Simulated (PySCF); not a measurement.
**Excited-state calculation of CH₅B₃Cl₂**

CH₅B₃Cl₂, SMILES BCBB(Cl)Cl, computed with TDDFT CAM-B3LYP/def2-SVPD, vertical, gas phase, core orbitals frozen in the response (PySCF 2.14.0).

The geometry comes from this level: PBE0-D3(BJ)/def2-SVP. It belongs to a series of runs on one base structure; here: H on B replaced by BCl2.

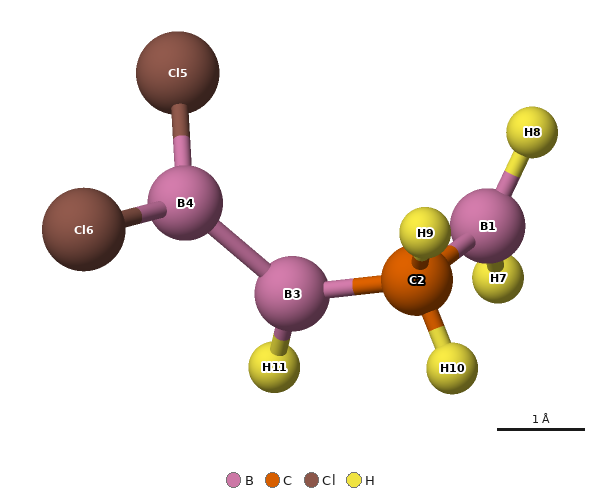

*The structure (ball-and-stick view, seen at a tilt; atoms are numbered from 1 in the order of the input).*

**Input**
```
{"job": {"kind": "uv", "xc": "CAM-B3LYP", "basis": "def2-SVPD", "ip": true}, "charge": 0, "multiplicity": 1}
B     -0.751807    -0.165648     0.571816
C      0.024464     0.547687    -0.578928
B      1.403407    -0.174366    -0.656724
B      2.808892     0.497471    -0.024463
Cl     3.074688     0.292554     1.703431
Cl     3.990838     1.378957    -0.965804
H     -1.013612    -1.343497     0.485994
H     -1.094448     0.438678     1.561061
H      0.060573     1.639513    -0.476293
H     -0.529866     0.227042    -1.484957
H      1.440015    -1.305575    -1.094085
```

The first line tells a small driver script what to run in PySCF; the rest is the geometry in Å.

Command:
```bash
OMP_NUM_THREADS=1 python <driver script> task.json out
```

**Log**
```
coarse grid: 10696 points
cycle   1  E = -1035.5293293679  dE =  5.026e-01  |g| = 3.738e-01  |ddm| = 4.352e+00
cycle   2  E = -1035.5410500803  dE = -1.172e-02  |g| = 3.545e-01  |ddm| = 1.221e+00
cycle   3  E = -1035.5748104212  dE = -3.376e-02  |g| = 3.385e-02  |ddm| = 5.908e-01
cycle   4  E = -1035.5752321631  dE = -4.217e-04  |g| = 1.552e-02  |ddm| = 1.026e-01
cycle   5  E = -1035.5753056246  dE = -7.346e-05  |g| = 3.293e-03  |ddm| = 3.066e-02
cycle   6  E = -1035.5753095094  dE = -3.885e-06  |g| = 1.045e-03  |ddm| = 7.871e-03
final grid: 95184 points
cycle   7  E = -1035.6920755281  dE = -1.995e-05  |g| = 3.816e-03  |ddm| = 4.871e-02
cycle   8  E = -1035.6920762724  dE = -7.444e-07  |g| = 3.435e-03  |ddm| = 1.007e-02
cycle   9  E = -1035.6920792355  dE = -2.963e-06  |g| = 2.067e-04  |ddm| = 4.274e-03
cycle  10  E = -1035.6920792481  dE = -1.259e-08  |g| = 7.051e-05  |ddm| = 4.897e-04
cycle  11  E = -1035.6920792499  dE = -1.844e-09  |g| = 1.849e-05  |ddm| = 1.576e-04
cycle  12  E = -1035.6920792501  dE = -1.476e-10  |g| = 7.340e-06  |ddm| = 4.450e-05
```

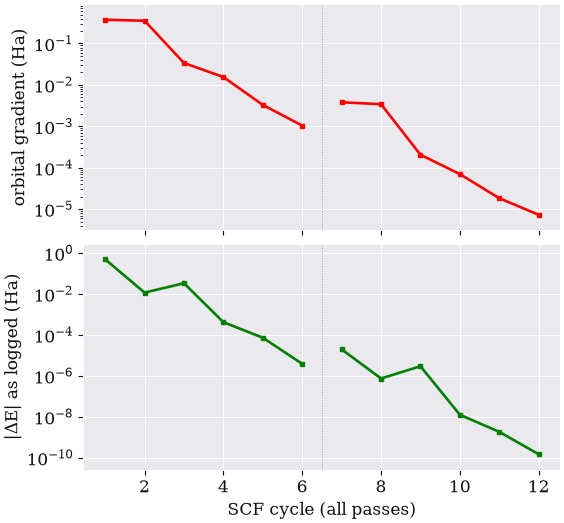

*Convergence of the self-consistent field: orbital gradient and size of the energy change against the SCF cycle. The dotted line marks the change from a coarse to the final integration grid.*

The first 6 cycles use a coarse grid, the final grid takes over at cycle 7, and the field converges after 12 cycles in all.

```
converged SCF energy = -1035.6920792501

Static polarisability (au): isotropic 81.676, principal 67.858 81.444 95.726

Singlet excitations
state   eV       nm        f      main configurations
  1   4.8189    257.3   0.00655   H->L 0.86
  2   5.2805    234.8   0.00326   H->L+1 0.95
  3   5.4714    226.6   0.01139   H-1->L 0.79, H-2->L 0.09
  4   5.9024    210.1   0.01169   H-4->L 0.77
  5   6.1715    200.9   0.00161   H-2->L+1 0.62, H-2->L 0.24
  6   6.4369    192.6   0.00152   H-5->L 0.47, H-1->L+2 0.17, H->L+2 0.09
  7   6.8207    181.8   0.02095   H-2->L 0.49, H-2->L+1 0.16, H-1->L+1 0.11
  8   6.8794    180.2   0.01951   H->L+2 0.56, H-3->L 0.13, H-5->L 0.08
  9   6.9890    177.4   0.05336   H-3->L 0.59, H->L+2 0.13, H-3->L+1 0.09
 10   7.2821    170.3   0.06899   H-3->L+1 0.38, H-1->L+1 0.27

Triplet excitations (Tamm-Dancoff, eV): 4.1684 4.6441 4.8664 5.2664
Vertical ionisation energy (delta-SCF) = 10.4671 eV
Vertical electron affinity (delta-SCF) = 0.5511 eV
```

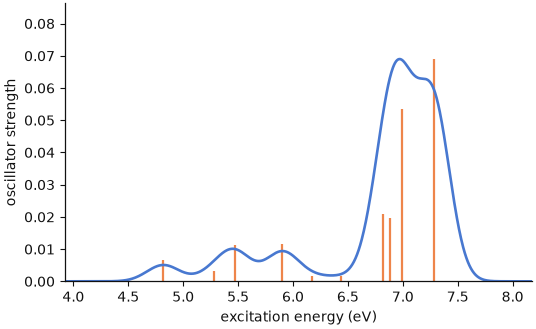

*Computed excitations as sticks (degenerate states added up, dark ones marked on the axis), with a Gaussian envelope of 0.35 eV full width at half maximum, scaled to the tallest.*

Of the 10 states the lowest lies at 4.82 eV (f = 0.007); the strongest line is at 7.28 eV, or 170 nm (f = 0.069).

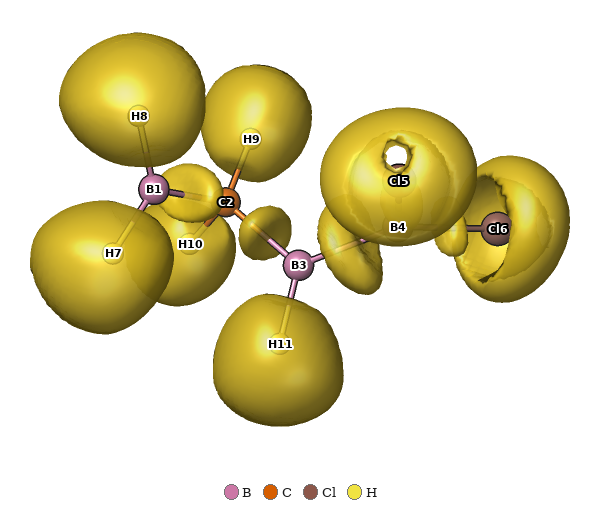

*Isosurface of the ELF at 0.85 (yellow), seen at an oblique angle. Only the valence region is drawn (cores and ρ < 0.01 e/Å³ removed).*

Values along the shortest contacts: B–B (1.68 Å): the ELF peaks at about 1 between the atoms, which marks a shared electron pair.

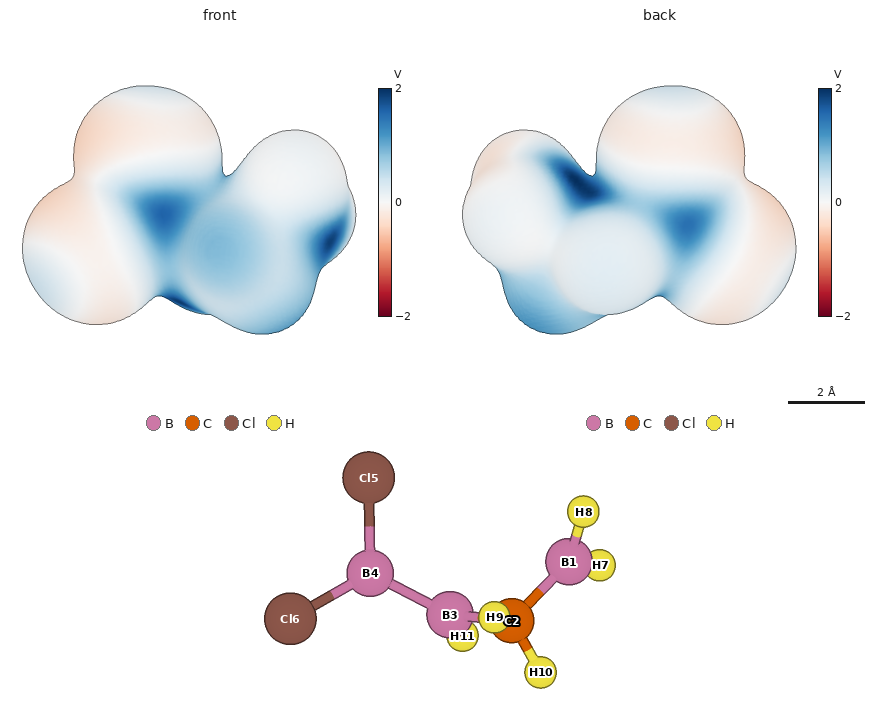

*The molecular electrostatic potential painted on the density surface at 0.002 e/bohr³, seen face on and from behind; the colour scale runs from red (negative) to blue (positive). The bare structure is drawn below in the same view.*

Its dipole moment is 1.45 D.

**Key numbers**

| quantity | value |
| --- | --- |
| outcome | converged |
| total energy | −1035.692079 hartree |
| HOMO | −9.67 eV |
| LUMO | −1.20 eV |
| dipole moment | 1.45 D |
| mean polarisability | 81.68 a.u. |
| vertical ionisation energy | 10.47 eV |
| vertical electron affinity | 0.55 eV |
| lowest singlet excitation | 4.82 eV |
| hardware | 1 CPU thread, shared host |
| wall time | 2.9 min |
| peak memory | 0.96 GiB |
